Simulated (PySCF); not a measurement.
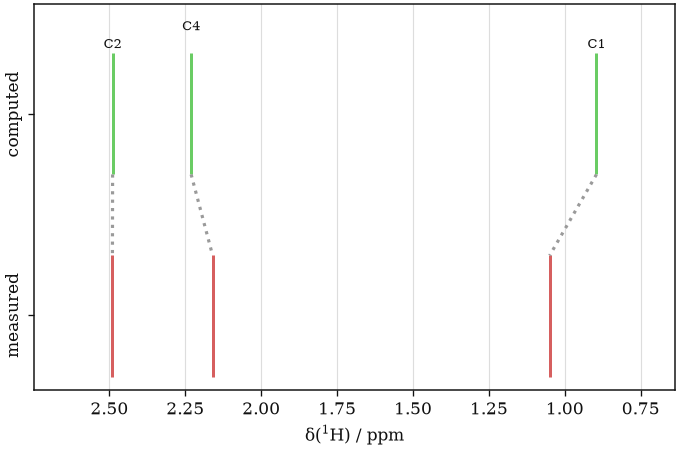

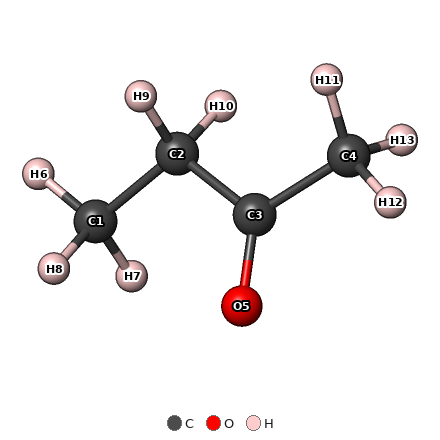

¹H shifts of C₄H₈O (2-butanone), SMILES CCC(C)=O against TMS: GIAO PBE0/pcSseg-1 (IEF-PCM water) (PySCF 2.14.0) for one gas-phase conformer (PBE0-D3(BJ)/def2-SVP, like atoms averaged; labels name one atom bearing the H of each set) above, published measurements (TFE-d3) below; dotted lines join the same nuclei. Only nuclei with a measured value are shown, one named for each set of like atoms.

How well does the calculation match?

Answer. Mean error −0.03 ppm, mean absolute error 0.08 ppm; the largest is −0.15 ppm, for H on C1.

Is the order of the signals reproduced?

Answer. Yes, no dotted lines cross.
